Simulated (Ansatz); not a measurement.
**H$_{2}$OSi$_{2}$: density, localisation and related maps**

The calculation's input:

```
basis:
  gaussian:
    orbitals: def2-TZVPD
crystal:
  periodic: [false, false, false]
  atoms:
    - symbol: O
      position_ang: [0.270293, -2.570507, 1.672471]
    - symbol: Si
      position_ang: [-0.823290, -1.241541, 1.689222]
    - symbol: Si
      position_ang: [1.276257, -1.512636, 0.760609]
    - symbol: H
      position_ang: [0.616039, -0.249923, 1.776453]
    - symbol: H
      position_ang: [-0.221022, -0.916219, 0.078766]
hamiltonian:
  xc: {name: PBE0}
output: {forces: true, orbitals: {seedname: orbitals}}
```

Run with:

```sh
ansatz run input.yaml --threads 1 --pin off --max-ram 2610MiB --events-out events.jsonl --progress --plain --runs-dir runs
```

Geometry: PBE0-D3(BJ)/def2-SVP.

The calculation used Ansatz 0.2.0, isolated molecule in a Gaussian basis; Kohn-Sham density functional theory, functional PBE0.

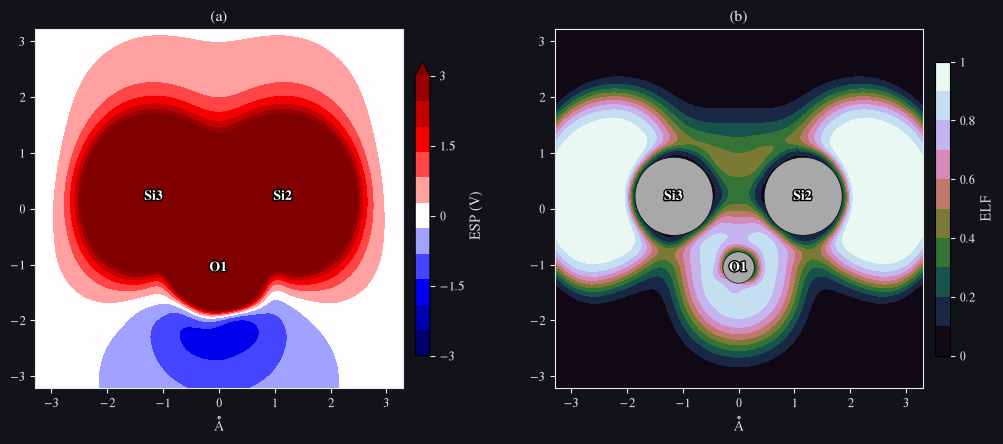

Figure 1. (a) molecular electrostatic potential; (b) electron localisation function on the plane of atoms Si2, O1 and Si3. Grey discs cover the atomic cores in the ELF map.

Interpret the plot.

Answer. Atoms in the plane: O and Si. Si–O (1.72 Å): the ELF peaks at about 0.85 between the atoms; a polar covalent bond. Si–Si (2.31 Å): the ELF is about 0.35 at the midpoint. The ELF also peaks beside O1, Si2 and Si3, away from the bonds: lone-pair regions. Outside the dense part of the molecule the potential is most negative (−1.7 V) near O1.

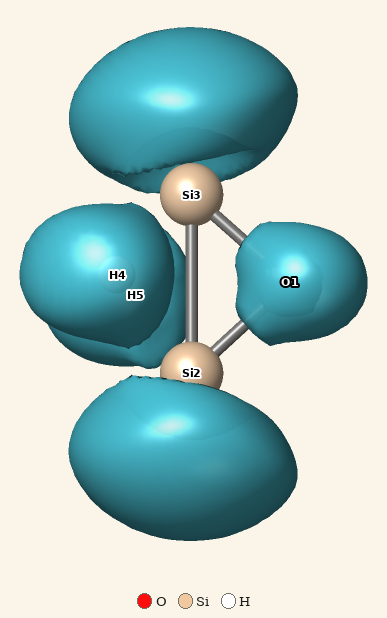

Figure 2. Isosurface of the electron localisation function at 0.75 (cyan), seen across its widest extent. Core shells and regions of very low density are left out.

Identify the bonds, lone pairs and shells in this picture.

Answer. The ELF exceeds this value in two regions around hydrogen nuclei, two lobes on Si, pointing away from the bonds (lone pairs) and one region wrapped around O (its valence shell).

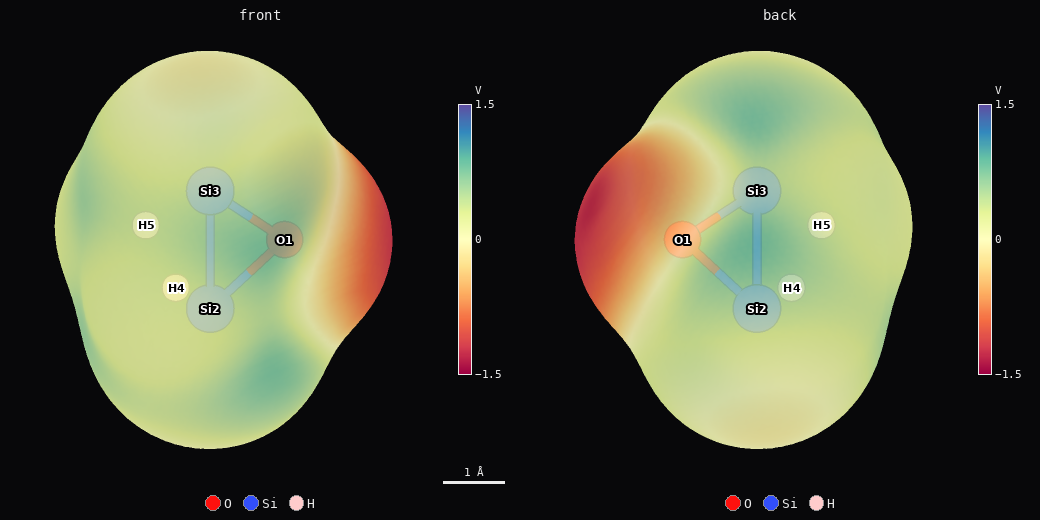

Figure 3. The electrostatic potential painted on the density surface at 0.001 e/bohr³, seen from the front and from behind; the colour scale runs from red (negative) to blue (positive).

Which sites attract a positive test charge, and which a negative one?

Answer. A positive charge is drawn to the negative regions and a negative charge to the positive ones. The most negative region (about −1.3 V) lies over O1, the most positive (about +0.8 V) over Si2 and Si3. O1 is the likeliest acceptor of a hydrogen bond.

What dipole moment does the calculation give?

Answer. Its dipole moment is 1.22 D.

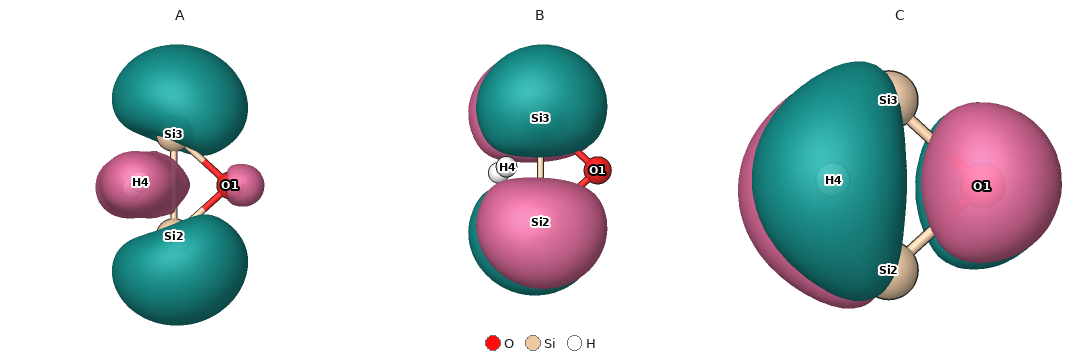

Figure 4. Three frontier orbitals at ±0.08 Å⁻³ᐟ² (teal and pink are the two phases), in no order.

Order the three orbitals by energy and name them.

Answer. C is the HOMO−1 (−8.23 eV). Its weight (Hirshfeld) is mainly on O1 (about 45 %), H4 (about 15 %) and H5 (about 15 %). A is the HOMO (−7.44 eV). It lies mainly on Si2 (about 45 %) and Si3 (about 45 %). B is the LUMO (−2.25 eV). By Hirshfeld shares it lies mainly on Si2 (about 45 %) and Si3 (about 45 %); π-antibonding (π*) across Si2–Si3.

What is the HOMO–LUMO gap?

Answer. 5.19 eV between the orbital energies.
